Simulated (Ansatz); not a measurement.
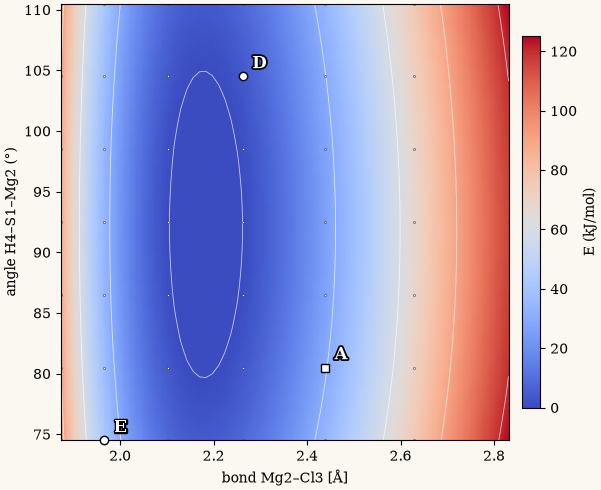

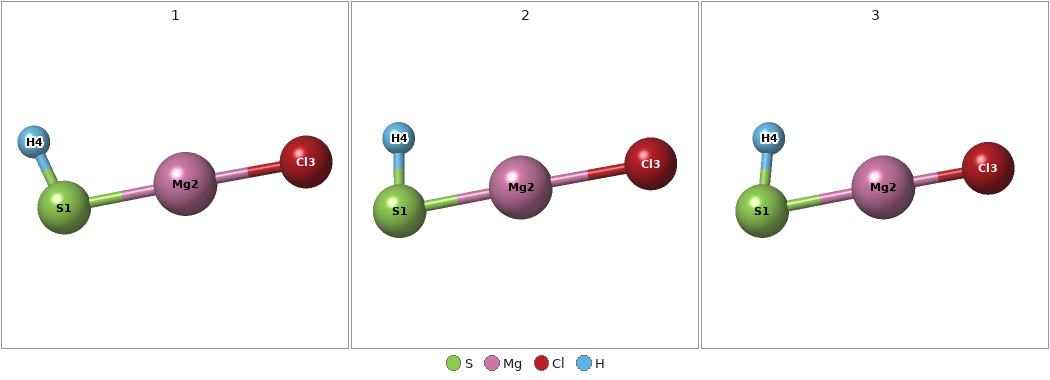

ClHMgS, SMILES [SH][Mg][Cl]. 
- Two internal coordinates are moved rigidly from the geometry relaxed at PBE0-D4/def2-TZVP, all others fixed.
- Coordinates scanned: (1) bond Mg2–Cl3; (2) angle H4–S1–Mg2.
- The scan uses a 7 × 7 grid.
- Points are written as (first, second).
- Energies: kJ/mol, counted from the lowest grid point.
- Method: Ansatz, RKS r2SCAN-D4/def2-TZVPP.

The picture shows a smooth colour map with a few white contour lines, dots at the grid points, lettered points. Between grid points the surface is interpolated. The numbered pictures are the structures at these points, in random order.

### Which structure belongs to which point?

A is structure 2: (2.438 Å, 80.5°), 29 kJ/mol; D is structure 1: (2.262 Å, 104.5°), 3.8 kJ/mol; E is structure 3: (1.966 Å, 74.5°), 43 kJ/mol.
